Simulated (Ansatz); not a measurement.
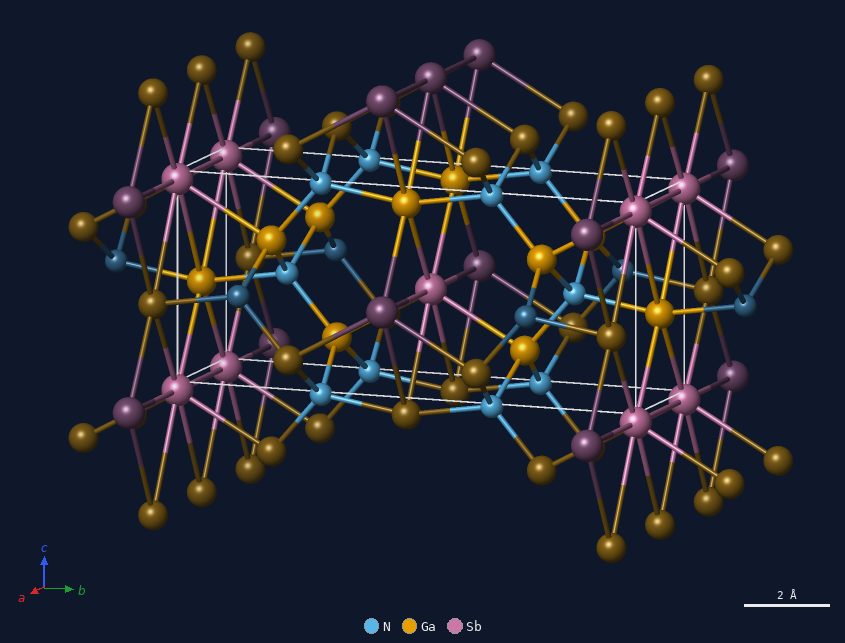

Ball-and-stick drawing of the structure, looking slightly off an axis. The conventional unit cell is drawn as a box. The first bonded neighbours in the surrounding cells are also shown, in fainter colours.

Ga3SbN2, space group Imm2 (No. 44), a = 3.185 Å, b = 11.627 Å, c = 5.079 Å, α = 90.00°, β = 90.00°, γ = 90.00°. The structure comes from a structure type filled with these elements by a generator (whether the compound takes this form wasn't checked). Earlier steps of the study may have refined or changed the cell and positions. It was run through Ansatz as a DFT input.

This one geometry was computed with Ansatz (DFT, plane waves, PAW) at three levels of theory: r2SCAN, PBE with spin-orbit coupling and PBE. It was relaxed beforehand with r2SCAN.

Which level gives the highest pressure at this volume, and what does that say about its equilibrium volume?

Answer. Highest: PBE with spin-orbit coupling (3.8 GPa) and PBE (3.8 GPa), which points to the largest equilibrium volume. Lowest, with the smallest volume: r2SCAN (-0.1 GPa). Levels within 0.5 GPa of each other can't be told apart.

How does the band gap change with the level of theory?

Answer. All levels give a metal.

Collect the results in a table.

Answer.
| level | cutoff (eV) | k-mesh of the run's cell | gap (eV) | pressure (GPa) |
| --- | --- | --- | --- | --- |
| r2SCAN | 500 | 10×10×10 | metal | -0.1 |
| PBE with spin-orbit coupling | 420 | 10×10×10 | metal | 3.8 |
| PBE | 420 | 10×10×10 | metal | 3.8 |

Gaps are taken on the k-mesh or band path of each run.
